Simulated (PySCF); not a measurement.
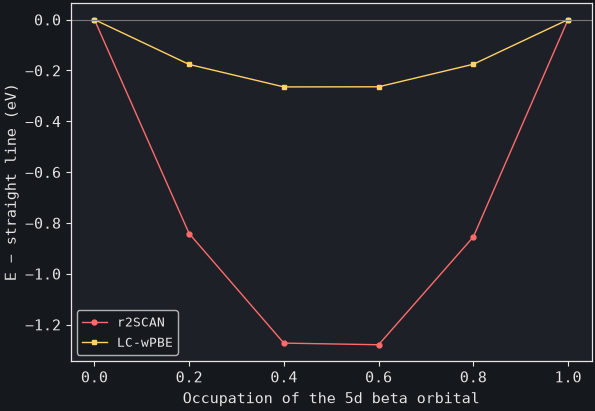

One 5d beta orbital of Ir²⁺ ([Xe] 4f¹⁴ 5d⁷) is emptied in steps. The plot gives the energy less the straight line between the integer ends. PySCF, aug-cc-pVTZ-PP with a 60-electron core potential, unrestricted single determinants, no spin-orbit coupling.

Q: Describe the curvature of each method.

A: r2SCAN: convex (delocalisation error), largest departure −1.3 eV, removal energy 29.01 eV; LC-wPBE: convex (delocalisation error), largest departure −0.26 eV, removal energy 29.02 eV. The NIST theoretical removal energy is 28.00 eV. The exact energy is a straight line between whole electron numbers.
